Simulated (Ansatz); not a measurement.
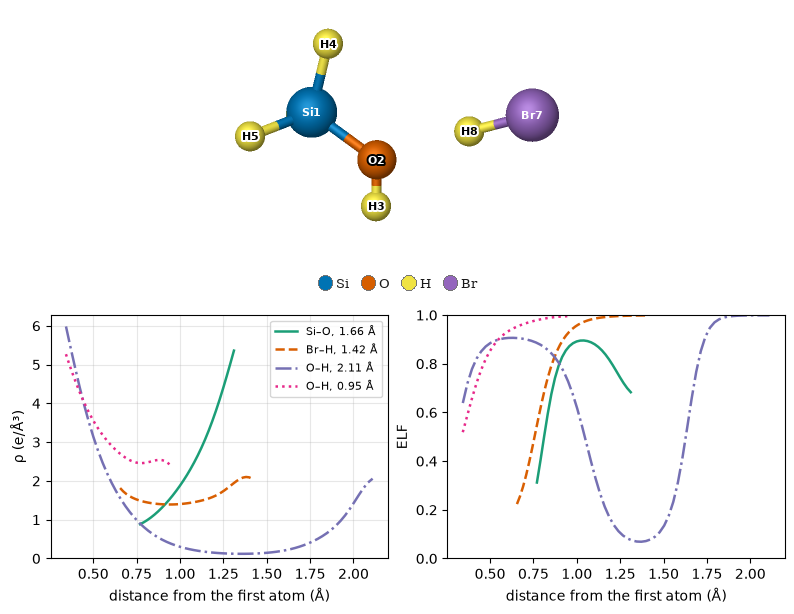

Figure 1: H₄OSi···HBr. Total electron density and electron localisation function along straight lines between neighbouring atoms. The curves leave out the atomic cores. The structure is drawn too.

Theory: RHF/def2-SVP (Ansatz 0.2.0).

Input file:

```
crystal:
  periodic: [false, false, false]
  atoms:
    - { symbol: Si, position_ang: [-0.151246, 0.126334, 0.026467] }
    - { symbol: O, position_ang: [-0.176171, 0.071857, 1.698486] }
    - { symbol: H, position_ang: [-0.99717, 0.207115, 2.146619] }
    - { symbol: H, position_ang: [1.250367, 0.267356, -0.392484] }
    - { symbol: H, position_ang: [-0.925534, 1.312493, -0.41849] }
    - { symbol: H, position_ang: [-0.774246, -1.072692, -0.568561] }
    - { symbol: Br, position_ang: [1.713098, -2.651296, 1.131404] }
    - { symbol: H, position_ang: [1.184202, -1.627367, 2.072759] }
basis:
  gaussian: { orbitals: def2-SVP }
hamiltonian:
  xc: hf
relax:
  f_tol: 0.03
  max_steps: 50
output:
  orbitals: {}
```

Run with:

```sh
ansatz run input.yaml --threads 1 --pin off --max-ram 2048MiB --backend cpu --events-out ev --progress --plain --runs-dir out
```

The fields are those of the run's last geometry, not of the input's.

### Compare the contacts.

Si–O (1.66 Å): ρ is about 1.1 e/Å³ halfway; the ELF peaks at about 0.90 between the atoms, as expected for a polar covalent bond.
Br–H (1.42 Å): the density is about 1.6 e/Å³ at the midpoint; the ELF climbs to about 1 towards the hydrogen, as it does in any bond to H.
O2···H8 (2.11 Å): the density falls to about 0.12 e/Å³ on the way; the ELF dips to about 0.05 between them.
O–H (0.95 Å): ρ is about 3.8 e/Å³ halfway; the ELF climbs to about 1 towards the hydrogen: an ordinary covalent bond to hydrogen.
